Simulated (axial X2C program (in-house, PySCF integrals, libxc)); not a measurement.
## Run report: CoSi⁺, relativistic diatomic calculation

System: CoSi⁺, single determinant with Ω = 3. The distance is the PBE0 minimum at charge 1.
Method: expectation values, HF and Kohn-Sham, two-component X2C with atomic mean-field Coulomb and Gaunt terms, Co dyall-cv3z, Si dyall-v3z (cores contracted) (axial X2C program (in-house, PySCF integrals, libxc)).

## Results in brief

| quantity | value |
| --- | --- |
| outcome | converged; the levels of theory disagree widely |
| hardware | 1 thread of Arm Neoverse V2, 112 GiB of memory available, shared host |
| wall time | 4.3 s |
| peak memory | 0.29 GiB |

## Input file
```
{"zs": [27, 14], "q": 1, "bas": ["dyall-cv3z", "dyall-v3z"], "r0": 2.27, "levels": ["PBE0", "HF", "r2SCAN", "PBE50", "PBE"], "nst": 3}
```

The line is the task of a batch: nuclear charges, charge, bases, the levels to run, a first guess of the distance and further settings. This report covers the levels named above. The log is that of the reference distance.

Launched within a batch (the task file carries these settings):
```bash
python <driver script> task.json out
```

## Output
```
two-component X2C + atomic mean field  PBE0
basis functions 154  fitting functions 897  grid points 5081
iter        total energy     max residual
   1      -1681.388656151     1.81e+00
   2      -1682.308648283     4.03e-02
   3      -1682.175519427     1.80e-01
   4      -1682.310518417     2.18e-02
   5      -1682.317013071     8.23e-03
   6      -1682.317370067     8.92e-04
   7      -1682.317375720     1.72e-04
   8      -1682.317376433     1.13e-04
   9      -1682.317376757     6.05e-05
  10      -1682.317376835     1.12e-05
  11      -1682.317376843     1.24e-05
  12      -1682.317376846     3.93e-06
  13      -1682.317376846     9.41e-07
converged
one-electron -2501.48564384  Coulomb 809.45747325  exact exchange -19.65707378  xc functional -60.66946643  nuclear repulsion 90.46991666  atomic mean-field constant -0.43258270
```

## Expectation values by level of theory

```
                                             quantity   PBE0      HF  r2SCAN    PBE50     PBE
effective field for an electron dipole moment (GV/cm)  0.176  −0.968   0.259    0.234   0.347
           field gradient at the first nucleus (a.u.)  0.105   0.741  0.0629  −0.0494  −0.260
          field gradient at the second nucleus (a.u.)  −2.51   −1.24   −2.10    −2.86   −1.81
                           A∥/gI, first nucleus (MHz)    595     936     692      539     721
                          A∥/gI, second nucleus (MHz)   4.62   −43.3    12.7    −2.69    19.8
```

Each column comes from one determinant with 2 or more unpaired spinors, which can mix states, in a basis with contracted cores. The levels disagree widely: the effective field runs from −0.968 to 0.347 GV/cm, A∥/gI at the second nucleus runs from −43.3 to 19.8 MHz, the field gradient at the first nucleus runs from −0.260 to 0.741 a.u. and the field gradient at the second nucleus runs from −2.86 to −1.24 a.u. They may not all have settled in the same state, and these values aren't reliable properties of the molecule.

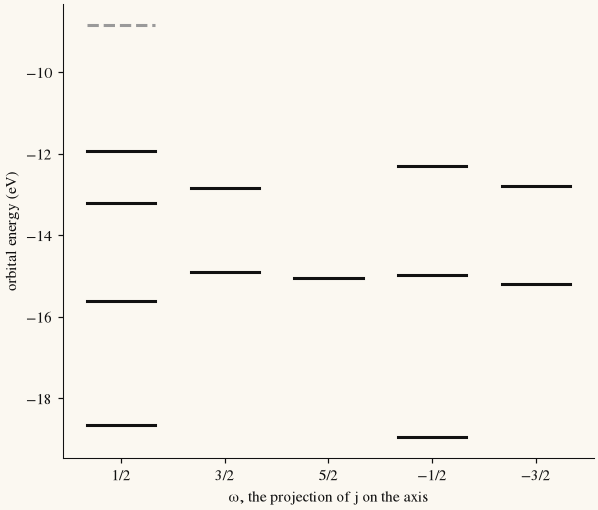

Fig. 1: Orbital energies (PBE0) near the frontier at 2.21 Å, filled (solid) and empty (dashed). The highest filled spinor (1/2; 56 % Si p, 34 % Co s) lies at −11.94 eV, the lowest empty one (1/2; 73 % Si p, 16 % Co d) at −8.85 eV.
